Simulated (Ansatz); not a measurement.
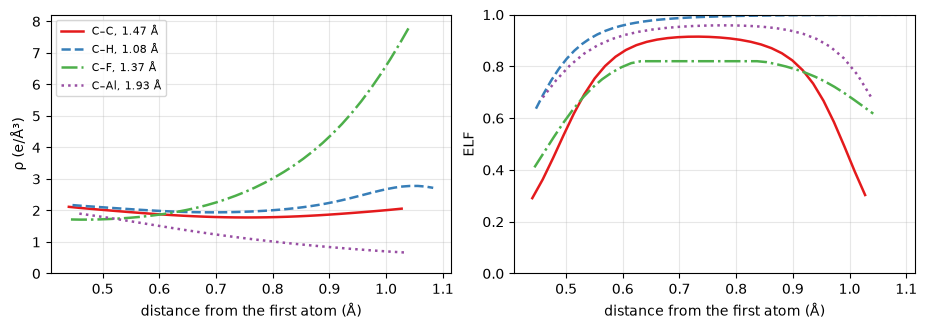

The picture shows: C3H6AlF (SMILES FC1C[CH]1[AlH2]). Total electron density and ELF along straight lines between neighbouring atoms. The curves leave out the atomic cores.

Geometry: PBE0-D4/def2-TZVP.

Theory: RKS PBE0-D4/def2-TZVPP (Ansatz).

```csv
atom,x (Å),y (Å),z (Å)
F,-0.9830,0.6023,2.1392
C,-0.0503,0.2588,1.2018
C,-0.1180,-1.0977,0.6455
C,-0.5267,0.1121,-0.2135
Al,0.5477,0.6823,-1.7144
H,0.9055,0.7215,1.4249
H,-0.9233,-1.7250,1.0074
H,0.8055,-1.6213,0.4249
H,-1.6068,0.2157,-0.2804
H,-0.1107,1.2358,-3.0472
H,2.1256,0.5584,-1.5675
```

**What kind of bonding do the profiles show?**

C–C (1.47 Å): the density is about 1.8 e/Å³ at the midpoint; the ELF peaks at about 0.90 between the atoms; a shared electron pair.
C–H (1.08 Å): ρ at the midpoint is about 2 e/Å³; the ELF climbs to about 1 towards the hydrogen, as it does in any bond to H (a covalent bond by its length).
C–F (1.37 Å): ρ at the midpoint is about 2.2 e/Å³, with its minimum of 1.7 e/Å³ about 0.5 Å from C; the ELF peaks at about 0.80 between the atoms; a shared but strongly polarised pair.
C–Al (1.93 Å): ρ at the midpoint is about 0.74 e/Å³; the ELF peaks at about 0.95 between the atoms, as expected for a shared but strongly polarised pair.
